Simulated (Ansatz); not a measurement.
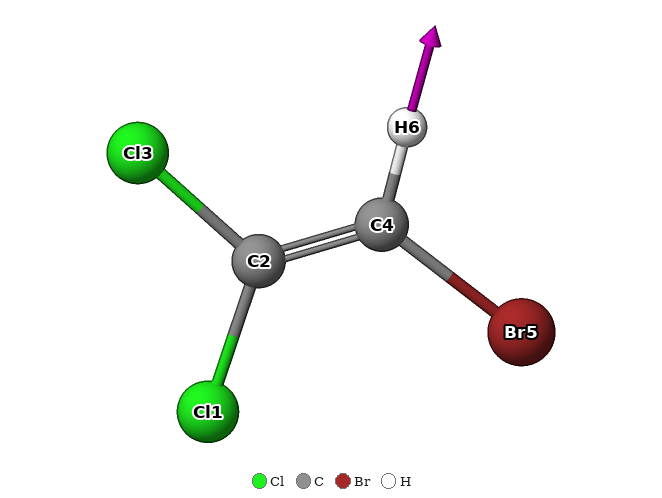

The arrows show one normal mode. Harmonic vibrations computed with RKS PBE0-D4/def2-TZVP (Ansatz 0.2.0) at a stationary point of the same level.

### Describe the motion.

Mostly C–H stretching.

### At what wavenumber does it lie?

3249 cm⁻¹; it is mode 12 of 12 counted from the lowest.
